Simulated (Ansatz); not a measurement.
# CBCl: the cost of one run

Computed with Ansatz 0.2.0, Gaussian basis. Level: revPBE-D4/def2-SVP.

## (1) Where the work starts

SMILES `B#CCl`, 3 atoms, charge 0, spin multiplicity 1.

Atoms are counted from 1 here; the program's logs count them from 0.

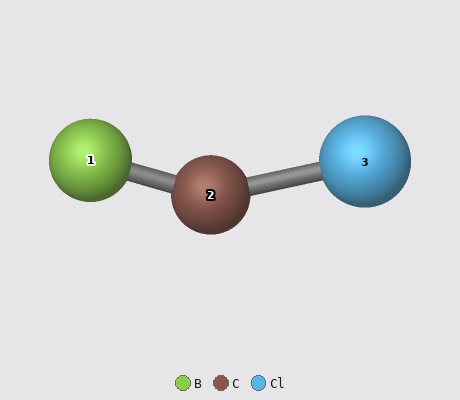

The starting geometry (boron green, carbon brown, chlorine blue); atoms are numbered from 1 in the order of the file.

As a file:

```mol
CBCl
  3D, bonds by distance, orders not assigned

  3  2  0  0  0  0  0  0  0  0999 V2000
    0.1990    1.3531    0.2553 B   0  0
   -0.2040    0.1466   -0.0887 C   0  0
    0.0050   -1.4997   -0.1666 Cl  0  0
  1  2  8  0
  2  3  8  0
M  END
```

## (2) The run

Input file md/in.yaml:

```yaml
crystal:
  periodic: [false, false, false]
  atoms:
    - {symbol: B, position_ang: [0.199020, 1.353110, 0.255320]}
    - {symbol: C, position_ang: [-0.204030, 0.146620, -0.088680]}
    - {symbol: Cl, position_ang: [0.005010, -1.499730, -0.166640]}
basis:
  gaussian: {orbitals: def2-SVP}
hamiltonian: {xc: {name: revPBE}, dispersion: d4}
md: {n_steps: 60, timestep: 0.75, temperature: 300, ensemble: nve, seed: 885, initial_velocities: maxwell_boltzmann}
```

Command:

```bash
ansatz run in.yaml --threads 2 --pin off --events-out ev --progress --plain --max-ram 3481MiB
```

Q: Estimate wall time and peak memory on 2 threads of Arm Neoverse N1, shared host.

About 38 s, with a peak of 0.09 GiB.
